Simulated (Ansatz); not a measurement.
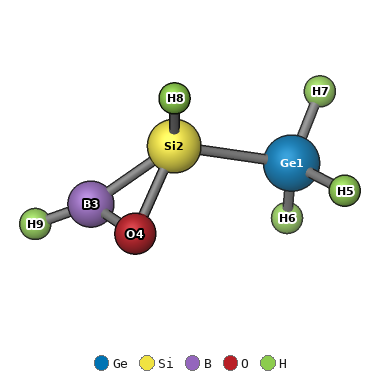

The system is BGeH₅OSi (SMILES [GeH3][SiH]1BO1) with the probe Ag+; the picture shows it without the atoms that are moved over the map. The probe is moved over the molecule's main plane. First axis: x of the probe's Ag atom. Second axis: y of the probe's Ag atom. Nothing is relaxed (molecule and probe rigid). Grid: 13 × 9 points. At 26 points there is no value (left out of the scan, as a rule where atoms come close). Points are written as (first, second). Energies: kJ/mol, counted from the lowest grid point. Energies and slopes of some neighbouring points disagree (a jump in structure or state, or too coarse a mesh). Computed with RHF-MP2, frozen core/def2-SVP (Ansatz).

Range: x of the probe's Ag atom from −6.42 to 6.42 Å; y of the probe's Ag atom from −4.28 to 4.28 Å.

### What will the energy surface look like?

The lowest grid point is at (−1.07 Å, 3.21 Å) [nearest 1 Si at 2.95 Å and 1 B at 2.95 Å]. The highest grid point, (−3.21 Å, 0.00 Å) [nearest 1 H at 1.53 Å], lies 186 kJ/mol above the lowest.

```csv
"y of the probe's Ag atom ↓, x of the probe's Ag atom →",−6.42,−5.35,−4.28,−3.21,−2.14,−1.07,0.00,1.07,2.14,3.21,4.28,5.35,6.42
4.28,125,124,121,114,101,87,88,104,116,118,120,124,127
3.21,124,121,113,92,46,0,11,52,73,72,84,108,122
2.14,121,115,93,52,28,103,–,–,101,–,72,75,114
1.07,119,106,66,128,–,–,–,–,–,–,–,49,107
0.00,117,102,55,186,–,–,–,–,–,–,–,51,107
−1.07,116,103,65,38,–,–,–,–,–,–,153,65,111
−2.14,116,107,82,19,108,–,154,61,–,–,32,82,115
−3.21,118,111,97,66,20,2,30,54,42,40,70,105,120
−4.28,119,115,108,97,84,80,88,96,96,99,108,118,123
```

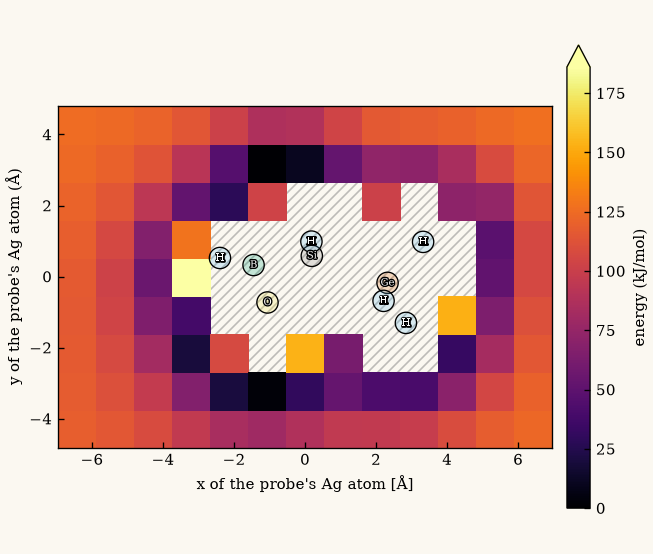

The picture shows one coloured cell a grid point, labelled circles for the molecule's atoms, projected on the plane, one colour for all values above the top of the scale, hatched blanks where no value was computed.

Time for the 91 points that were run: 21 min on 1 thread of Arm Neoverse V2, on a shared host.
